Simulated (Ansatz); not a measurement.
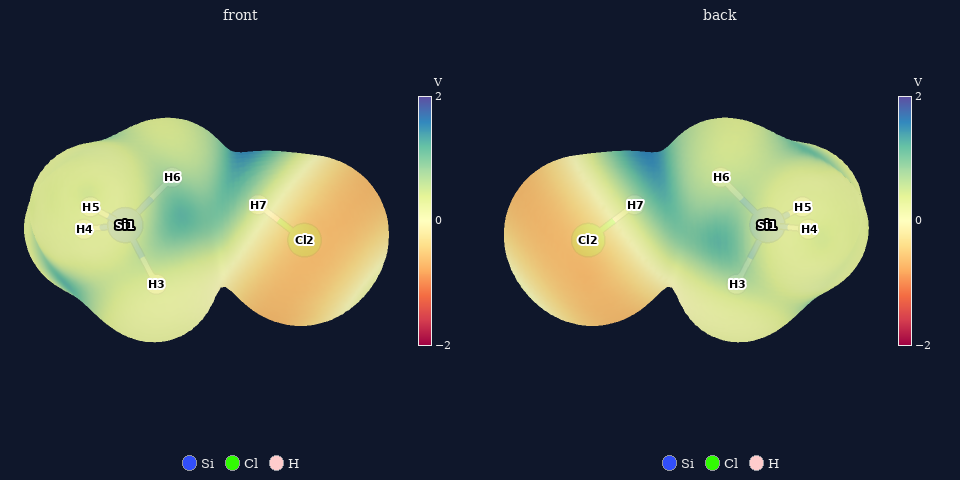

Figure 1: SiH4···HCl. The electrostatic potential painted on the density surface at 0.002 e/bohr³, seen from the front and from behind; the colour scale runs from red (negative) to blue (positive).

The calculation used RKS PBE-D4/def2-SVP (Ansatz).

```xyz
7

Si   -0.4194    0.0000   -0.5558
Cl   -0.0728    0.0000    3.4230
H     0.9224    0.0000    0.1142
H    -0.5801    1.2311   -1.4000
H    -0.5801   -1.2311   -1.4000
H    -1.4988    0.0000    0.4989
H    -0.8778    0.0000    2.4024
```

Q: Where is the surface potential most negative and most positive?

A: The most negative region (about −0.6 V) lies over Cl2, the most positive (about +1.6 V) over H7. Cl2 shows a σ-hole: about +0.2 V at the tip opposite its bond, against about −0.6 V on its flanks.
